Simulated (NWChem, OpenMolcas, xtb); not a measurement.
**A ladder of methods for AgH (SMILES [AgH])**

The species is AgH (2 atoms), meant as a singlet with charge 0. As SMILES, `[AgH]`. Geometry: the measured bond length.

```
atom   x (Å)   y (Å)   z (Å)
  Ag  0.0000  0.0000  0.0000
   H  0.0000  0.0000  1.6181
```

Each level gives the dipole moment (D). The values are calculated.

```
                             level                    kind     program  value (D)   CPU time
                          GFN0-xTB          semi-empirical         xtb       6.02  under 2 s
    HF/def2-TZVPP (core potential)            Hartree–Fock      NWChem       4.18       10 s
 SVWN5/def2-TZVPP (core potential)                     LDA  OpenMolcas       2.12      6.9 s
revPBE/def2-TZVPP (core potential)                     GGA  OpenMolcas       2.45      9.9 s
 M06-L/def2-TZVPP (core potential)                meta-GGA  OpenMolcas       2.81       13 s
  PBE0/def2-TZVPP (core potential)           global hybrid      NWChem       2.87       12 s
 wB97X/def2-TZVPP (core potential)  range-separated hybrid      NWChem       3.24       41 s
```

The values span 2.12 to 6.02 D. CPU times are rough (shared hosts, several kinds of processor): they show what a rung costs within a factor of a few.

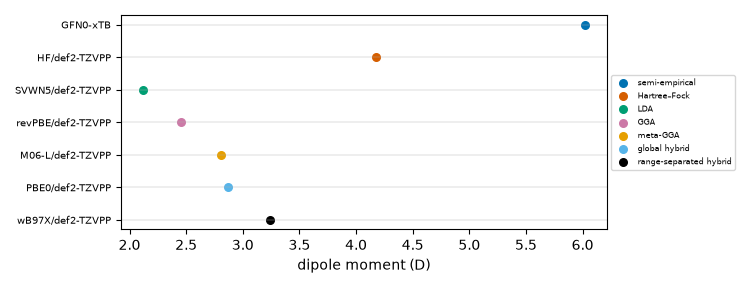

The values of the table, level by level.
